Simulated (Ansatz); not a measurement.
# AlNH4F2: molecular dynamics (part 5 of 5)

The same run, continued: AlNH4F2; RKS BLYP/def2-SVP (Ansatz 0.2.0). It belongs to a series of runs on one base structure; here: dynamics from the highest image of the converged band.

Geometry of the input (Å):
```
Al 0.0632  -0.3445  -0.0007
H  -0.2121  0.0511  1.7424
F  1.5524  0.2660  -0.4665
F  -1.3242  0.0208  -0.8664
N  0.1023  -2.0633  0.7852
H  -0.6746  -2.7307  0.6860
H  0.9805  -2.5837  0.9153
H  -0.1195  -0.9618  1.6973
```

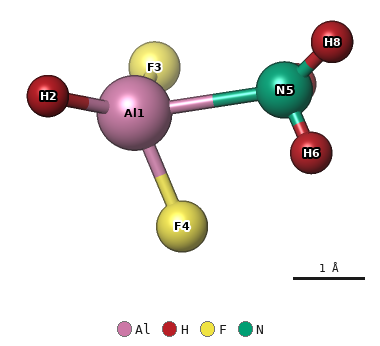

*The geometry at step 175 of the log (ball-and-stick view, seen at a tilt; atoms are numbered from 1 in the order of the input).*

## Trajectory as extended XYZ, continued
```
8
Properties=species:S:1:pos:R:3:forces:R:3 step=148 time_fs=74.0 energy=-13581.29141 temperature=606.6
Al    0.0016    0.2305    0.2446    0.3859  -1.5239   0.4191
H    -0.2393    1.1899    1.4573   -0.0448   0.0651   0.0789
F     1.4142   -0.0457   -0.5781    1.5857   0.5560  -0.1194
F    -1.0548   -0.3817   -0.8639   -1.9982   0.2427  -0.9501
N     0.0509   -2.1953    0.6130   -0.6829   2.6256  -4.3635
H    -0.8495   -2.4502    0.1745   -0.0788   0.0324   0.6905
H     0.7128   -2.4509   -0.1554    0.0982   0.2477   0.9210
H     0.2383   -2.6091    1.4475    0.7349  -2.2456   3.3236
8
Properties=species:S:1:pos:R:3:forces:R:3 step=151 time_fs=75.5 energy=-13581.35069 temperature=682.6
Al    0.0019    0.2265    0.2500    0.3431  -1.4399   0.2975
H    -0.2677    1.2270    1.4486    0.0350  -0.1245  -0.1035
F     1.4211   -0.0513   -0.5781    1.3567   0.5943   0.0189
F    -1.0601   -0.3887   -0.8631   -1.8214   0.3346  -0.8130
N     0.0478   -2.1737    0.6022   -0.1961   3.0249  -2.4819
H    -0.8238   -2.4432    0.1854   -1.2551  -0.2730   0.0609
H     0.7044   -2.4285   -0.1273    0.8609   0.0758  -0.2421
H     0.2576   -2.6327    1.4099    0.6770  -2.1922   3.2634
8
Properties=species:S:1:pos:R:3:forces:R:3 step=153 time_fs=76.5 energy=-13581.49004 temperature=858.6
Al    0.0022    0.2232    0.2537    0.3045  -1.4014   0.1906
H    -0.2864    1.2504    1.4418    0.0885  -0.2430  -0.2068
F     1.4265   -0.0546   -0.5781    1.1955   0.6181   0.1111
F    -1.0649   -0.3931   -0.8631   -1.6856   0.4041  -0.7091
N     0.0456   -2.1568    0.5926    0.4886   1.7371   0.9962
H    -0.8198   -2.4414    0.1942   -1.6022  -0.4203  -0.2202
H     0.7080   -2.4124   -0.1097    1.2444  -0.0604  -0.9127
H     0.2789   -2.6751    1.4247   -0.0337  -0.6343   0.7509
8
Properties=species:S:1:pos:R:3:forces:R:3 step=155 time_fs=77.5 energy=-13581.50359 temperature=878.1
Al    0.0026    0.2194    0.2575    0.2627  -1.3809   0.0558
H    -0.3042    1.2716    1.4330    0.1375  -0.3410  -0.2813
F     1.4326   -0.0576   -0.5781    1.0310   0.6384   0.2004
F    -1.0705   -0.3973   -0.8635   -1.5390   0.4757  -0.5984
N     0.0436   -2.1387    0.5837    0.7920   0.2715   3.0733
H    -0.8307   -2.4435    0.2012   -1.2008  -0.3543  -0.2184
H     0.7232   -2.3968   -0.1006    1.1356  -0.0699  -1.0665
H     0.2999   -2.7236    1.4472   -0.6190   0.7605  -1.1649
8
Properties=species:S:1:pos:R:3:forces:R:3 step=157 time_fs=78.5 energy=-13581.44199 temperature=800.2
Al    0.0032    0.2151    0.2613    0.2196  -1.3813  -0.1131
H    -0.3207    1.2895    1.4216    0.1789  -0.4107  -0.3199
F     1.4391   -0.0602   -0.5780    0.8667   0.6549   0.2856
F    -1.0769   -0.4013   -0.8642   -1.3845   0.5488  -0.4831
N     0.0422   -2.1203    0.5768    0.8022  -1.0096   3.4322
H    -0.8528   -2.4488    0.2062   -0.2699  -0.0830  -0.0427
H     0.7489   -2.3817   -0.1013    0.4950   0.0833  -0.7050
H     0.3151   -2.7652    1.4592   -0.9079   1.5975  -2.0539
8
Properties=species:S:1:pos:R:3:forces:R:3 step=160 time_fs=80.0 energy=-13581.36127 temperature=697.8
Al    0.0041    0.2077    0.2669    0.1549  -1.4280  -0.4379
H    -0.3422    1.3089    1.3988    0.2219  -0.4522  -0.3045
F     1.4498   -0.0636   -0.5775    0.6281   0.6731   0.4045
F    -1.0878   -0.4067   -0.8657   -1.1459   0.6630  -0.3075
N     0.0410   -2.0943    0.5707    0.7712  -2.3405   2.5932
H    -0.8879   -2.4572    0.2133    1.0530   0.4073   0.1517
H     0.7937   -2.3569   -0.1132   -0.7301   0.4046   0.0764
H     0.3217   -2.7981    1.4402   -0.9531   2.0727  -2.1758
8
Properties=species:S:1:pos:R:3:forces:R:3 step=162 time_fs=81.0 energy=-13581.38838 temperature=732.8
Al    0.0048    0.2021    0.2705    0.1144  -1.4899  -0.6966
H    -0.3539    1.3164    1.3799    0.2357  -0.4349  -0.2466
F     1.4573   -0.0655   -0.5769    0.4772   0.6800   0.4768
F    -1.0958   -0.4099   -0.8669   -0.9869   0.7398  -0.1936
N     0.0410   -2.0789    0.5689    0.7502  -2.6451   1.8509
H    -0.9005   -2.4586    0.2197    1.4823   0.6388   0.1230
H     0.8165   -2.3360   -0.1214   -1.2822   0.5479   0.3864
H     0.3147   -2.7959    1.4016   -0.7907   1.9633  -1.7004
8
Properties=species:S:1:pos:R:3:forces:R:3 step=164 time_fs=82.0 energy=-13581.48378 temperature=853.6
Al    0.0055    0.1960    0.2738    0.0796  -1.5701  -0.9758
H    -0.3633    1.3199    1.3587    0.2369  -0.3825  -0.1554
F     1.4651   -0.0669   -0.5761    0.3332   0.6810   0.5425
F    -1.1043   -0.4127   -0.8682   -0.8307   0.8106  -0.0854
N     0.0414   -2.0653    0.5685    0.6411  -2.2626   0.9644
H    -0.8992   -2.4540    0.2271    1.4736   0.7478  -0.0383
H     0.8273   -2.3099   -0.1261   -1.4975   0.6034   0.4441
H     0.3003   -2.7751    1.3471   -0.4362   1.3724  -0.6960
8
Properties=species:S:1:pos:R:3:forces:R:3 step=166 time_fs=83.0 energy=-13581.55122 temperature=937.7
Al    0.0063    0.1894    0.2768    0.0538  -1.6569  -1.2585
H    -0.3705    1.3197    1.3360    0.2256  -0.2991  -0.0388
F     1.4730   -0.0681   -0.5751    0.1951   0.6741   0.6004
F    -1.1132   -0.4152   -0.8695   -0.6785   0.8676   0.0149
N     0.0422   -2.0531    0.5686    0.3714  -0.9418  -0.2427
H    -0.8841   -2.4423    0.2340    1.0243   0.7143  -0.3217
H     0.8239   -2.2781   -0.1266   -1.3637   0.5719   0.2566
H     0.2818   -2.7417    1.2864    0.1719   0.0700   0.9897
8
Properties=species:S:1:pos:R:3:forces:R:3 step=169 time_fs=84.5 energy=-13581.44563 temperature=806.9
Al    0.0075    0.1782    0.2803    0.0359  -1.7647  -1.6459
H    -0.3773    1.3143    1.3016    0.1899  -0.1346   0.1594
F     1.4851   -0.0691   -0.5728   -0.0004   0.6486   0.6686
F    -1.1272   -0.4179   -0.8715   -0.4623   0.9148   0.1453
N     0.0439   -2.0357    0.5683   -0.0911   2.0041  -1.7452
H    -0.8458   -2.4127    0.2375   -0.3279   0.3829  -0.8825
H     0.7961   -2.2205   -0.1242   -0.5446   0.3670  -0.4120
H     0.2597   -2.6962    1.2194    1.2006  -2.4181   3.7123
8
Properties=species:S:1:pos:R:3:forces:R:3 step=171 time_fs=85.5 energy=-13581.46507 temperature=832.0
Al    0.0083    0.1701    0.2820    0.0346  -1.8005  -1.8506
H    -0.3796    1.3089    1.2803    0.1598  -0.0182   0.2861
F     1.4932   -0.0694   -0.5710   -0.1190   0.6255   0.6973
F    -1.1368   -0.4192   -0.8727   -0.3323   0.9226   0.2118
N     0.0450   -2.0226    0.5668    0.0267   2.3732  -0.7509
H    -0.8223   -2.3878    0.2301   -1.2593   0.0770  -1.1601
H     0.7699   -2.1774   -0.1266    0.2534   0.1538  -0.9576
H     0.2576   -2.6906    1.2148    1.2361  -2.3335   3.5240
8
Properties=species:S:1:pos:R:3:forces:R:3 step=173 time_fs=86.5 energy=-13581.60612 temperature=1009.5
Al    0.0091    0.1612    0.2830    0.0348  -1.7932  -1.9904
H    -0.3803    1.3033    1.2618    0.1318   0.0831   0.3895
F     1.5012   -0.0694   -0.5687   -0.2230   0.6018   0.7087
F    -1.1467   -0.4201   -0.8738   -0.2180   0.9172   0.2577
N     0.0462   -2.0080    0.5648    0.2946   1.0045   1.4052
H    -0.8104   -2.3621    0.2118   -1.6233  -0.0889  -1.1301
H     0.7460   -2.1328   -0.1380    0.8988  -0.0511  -1.2768
H     0.2670   -2.7063    1.2428    0.7043  -0.6733   1.6362
8
Properties=species:S:1:pos:R:3:forces:R:3 step=175 time_fs=87.5 energy=-13581.68189 temperature=1107.1
Al    0.0099    0.1518    0.2833    0.0283  -1.7323  -2.0523
H    -0.3797    1.2985    1.2470    0.1125   0.1508   0.4549
F     1.5090   -0.0691   -0.5661   -0.3097   0.5787   0.7009
F    -1.1566   -0.4204   -0.8748   -0.1205   0.9036   0.2837
N     0.0475   -1.9928    0.5637    0.3026  -0.6585   2.7010
H    -0.8136   -2.3371    0.1829   -1.1840  -0.0066  -0.7141
H     0.7304   -2.0887   -0.1612    1.0427  -0.1897  -1.0668
H     0.2831   -2.7286    1.2864    0.1280   0.9540  -0.3072
8
Properties=species:S:1:pos:R:3:forces:R:3 step=178 time_fs=89.0 energy=-13581.61685 temperature=1025.6
Al    0.0112    0.1364    0.2824   -0.0070  -1.5260  -1.9985
H    -0.3768    1.2940    1.2329    0.1093   0.1617   0.4647
F     1.5206   -0.0681   -0.5616   -0.4062   0.5437   0.6559
F    -1.1716   -0.4201   -0.8760   -0.0061   0.8765   0.2927
N     0.0498   -1.9710    0.5655    0.0940  -2.1371   2.1148
H    -0.8365   -2.2990    0.1289    0.1730   0.3132   0.2548
H     0.7242   -2.0262   -0.2127    0.4177  -0.3129   0.1221
H     0.3086   -2.7427    1.3433   -0.3747   2.0808  -1.9065
8
Properties=species:S:1:pos:R:3:forces:R:3 step=180 time_fs=90.0 energy=-13581.55017 temperature=941.2
Al    0.0120    0.1255    0.2809   -0.0483  -1.3113  -1.8830
H    -0.3736    1.2930    1.2291    0.1243   0.1056   0.4151
F     1.5280   -0.0670   -0.5581   -0.4519   0.5182   0.6104
F    -1.1816   -0.4193   -0.8767    0.0520   0.8551   0.2861
N     0.0515   -1.9581    0.5686    0.0219  -2.3590   1.0219
H    -0.8518   -2.2703    0.0945    0.8756   0.4287   0.8062
H     0.7261   -1.9881   -0.2473   -0.0688  -0.3962   0.9714
H     0.3217   -2.7286    1.3604   -0.5048   2.1587  -2.2281
8
Properties=species:S:1:pos:R:3:forces:R:3 step=182 time_fs=91.0 energy=-13581.55014 temperature=941.4
Al    0.0128    0.1141    0.2787   -0.0973  -1.0400  -1.7277
H    -0.3692    1.2929    1.2292    0.1483   0.0099   0.3329
F     1.5352   -0.0657   -0.5543   -0.4882   0.4898   0.5600
F    -1.1916   -0.4181   -0.8772    0.1006   0.8287   0.2768
N     0.0532   -1.9469    0.5724   -0.0214  -2.0319  -0.0911
H    -0.8588   -2.2376    0.0677    1.2043   0.4094   1.1575
H     0.7275   -1.9538   -0.2728   -0.3532  -0.4831   1.5502
H     0.3301   -2.6941    1.3565   -0.4932   1.8171  -2.0587
8
Properties=species:S:1:pos:R:3:forces:R:3 step=184 time_fs=92.0 energy=-13581.62383 temperature=1034.2
Al    0.0136    0.1023    0.2759   -0.1448  -0.7167  -1.5554
H    -0.3633    1.2929    1.2325    0.1745  -0.1083   0.2332
F     1.5421   -0.0642   -0.5503   -0.5201   0.4584   0.5116
F    -1.2015   -0.4165   -0.8775    0.1460   0.7949   0.2714
N     0.0548   -1.9370    0.5761   -0.1233  -1.0953  -1.2518
H    -0.8546   -2.2011    0.0519    1.1491   0.2678   1.2846
H     0.7256   -1.9241   -0.2837   -0.3989  -0.5585   1.7840
H     0.3339   -2.6425    1.3333   -0.2825   0.9578  -1.2777
8
Properties=species:S:1:pos:R:3:forces:R:3 step=187 time_fs=93.5 energy=-13581.65432 temperature=1071.0
Al    0.0147    0.0842    0.2706   -0.1945  -0.1439  -1.3102
H    -0.3514    1.2906    1.2414    0.2043  -0.2881   0.0839
F     1.5521   -0.0614   -0.5437   -0.5667   0.4064   0.4527
F    -1.2162   -0.4133   -0.8778    0.2184   0.7300   0.2811
N     0.0571   -1.9232    0.5798   -0.5578   1.5402  -3.3043
H    -0.8292   -2.1423    0.0507    0.3546  -0.1365   1.0182
H     0.7163   -1.8898   -0.2686   -0.0366  -0.6226   1.4450
H     0.3363   -2.5530    1.2808    0.5785  -1.4854   1.3336
8
Properties=species:S:1:pos:R:3:forces:R:3 step=189 time_fs=94.5 energy=-13581.55626 temperature=949.1
Al    0.0153    0.0721    0.2665   -0.2061   0.2800  -1.1768
H    -0.3410    1.2858    1.2485    0.2113  -0.3857   0.0020
F     1.5583   -0.0593   -0.5390   -0.5945   0.3709   0.4224
F    -1.2259   -0.4107   -0.8777    0.2678   0.6843   0.2970
N     0.0582   -1.9130    0.5796   -0.7251   3.0723  -3.8112
H    -0.8069   -2.1041    0.0624   -0.6042  -0.4950   0.5327
H     0.7092   -1.8742   -0.2408    0.4941  -0.6221   0.7268
H     0.3435   -2.5074    1.2578    1.1567  -2.9048   3.0071
8
Properties=species:S:1:pos:R:3:forces:R:3 step=191 time_fs=95.5 energy=-13581.54688 temperature=936.2
Al    0.0159    0.0600    0.2620   -0.1992   0.7085  -1.0724
H    -0.3286    1.2774    1.2556    0.2054  -0.4509  -0.0573
F     1.5643   -0.0570   -0.5341   -0.6123   0.3376   0.3921
F    -1.2355   -0.4077   -0.8776    0.3085   0.6447   0.3100
N     0.0588   -1.9007    0.5769   -0.1900   2.7850  -1.9951
H    -0.7905   -2.0708    0.0792   -1.6292  -0.8430  -0.0581
H     0.7070   -1.8646   -0.2063    1.1821  -0.5996  -0.2816
H     0.3612   -2.4884    1.2623    0.9347  -2.5822   2.7624
8
Properties=species:S:1:pos:R:3:forces:R:3 step=193 time_fs=96.5 energy=-13581.60900 temperature=1013.7
Al    0.0164    0.0482    0.2571   -0.1750   1.1061  -0.9905
H    -0.3142    1.2647    1.2622    0.1861  -0.4759  -0.0907
F     1.5700   -0.0546   -0.5291   -0.6142   0.3068   0.3529
F    -1.2449   -0.4044   -0.8773    0.3324   0.6120   0.3115
N     0.0593   -1.8866    0.5729    0.6617   1.0583   1.0349
H    -0.7893   -2.0453    0.0955   -2.1199  -1.0553  -0.4262
H     0.7159   -1.8607   -0.1744    1.7140  -0.5931  -1.1626
H     0.3874   -2.4933    1.2923    0.0148  -0.9589   0.9708
8
Properties=species:S:1:pos:R:3:forces:R:3 step=196 time_fs=98.0 energy=-13581.62094 temperature=1029.9
Al    0.0170    0.0313    0.2491   -0.1162   1.5826  -0.9026
H    -0.2895    1.2372    1.2704    0.1341  -0.4336  -0.0902
F     1.5779   -0.0506   -0.5211   -0.5820   0.2648   0.2667
F    -1.2587   -0.3989   -0.8765    0.3342   0.5688   0.2896
N     0.0610   -1.8644    0.5685    1.1234  -1.4067   3.0109
H    -0.8233   -2.0260    0.1130   -1.0348  -0.9654  -0.1688
H     0.7594   -1.8657   -0.1474    1.2622  -0.6146  -1.1767
H     0.4246   -2.5137    1.3499   -1.1209   1.0040  -1.2289
8
Properties=species:S:1:pos:R:3:forces:R:3 step=198 time_fs=99.0 energy=-13581.57785 temperature=974.8
Al    0.0174    0.0207    0.2434   -0.0745   1.8077  -0.8813
H    -0.2713    1.2136    1.2749    0.0877  -0.3569  -0.0547
F     1.5827   -0.0478   -0.5156   -0.5408   0.2378   0.1959
F    -1.2677   -0.3949   -0.8758    0.3229   0.5436   0.2675
N     0.0630   -1.8506    0.5681    1.1368  -2.4952   2.5233
H    -0.8601   -2.0248    0.1221    0.2786  -0.7318   0.2132
H     0.8042   -1.8762   -0.1437    0.2105  -0.5578  -0.4708
H     0.4374   -2.5178    1.3765   -1.4210   1.5525  -1.7931
8
Properties=species:S:1:pos:R:3:forces:R:3 step=200 time_fs=100.0 energy=-13581.51499 temperature=895.0
Al    0.0177    0.0107    0.2373   -0.0407   1.9735  -0.9048
H    -0.2523    1.1866    1.2788    0.0356  -0.2505   0.0081
F     1.5874   -0.0448   -0.5100   -0.4931   0.2098   0.1239
F    -1.2765   -0.3906   -0.8750    0.3157   0.5240   0.2481
N     0.0658   -1.8385    0.5693    1.1233  -3.2126   1.6561
H    -0.8944   -2.0306    0.1332    1.3522  -0.4870   0.4650
H     0.8510   -1.8921   -0.1446   -0.8477  -0.4155   0.2223
H     0.4368   -2.5073    1.3863   -1.4452   1.6582  -1.8185
```
